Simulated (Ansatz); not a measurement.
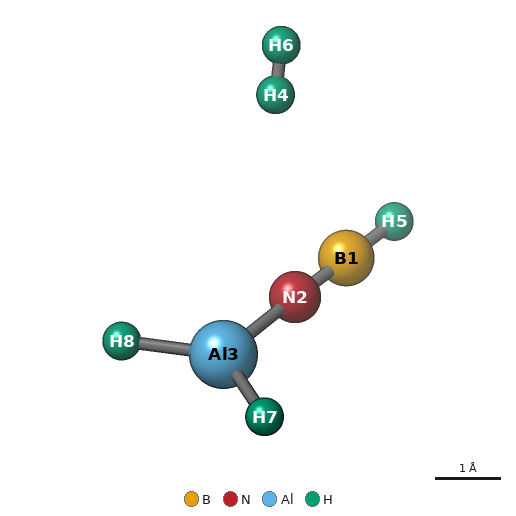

Orthographic view. Depth is shown by fading: the farther an atom, the more it takes the colour of the background. The computed structure is the end point of a PBE-D4/def2-SVP optimisation. No frequency run is at hand to confirm it as a minimum.

List the bonded neighbours of every atom.

B1: N2, H5
N2: B1, Al3
Al3: N2, H7, H8
H4: H6
H5: B1
H6: H4
H7: Al3
H8: Al3
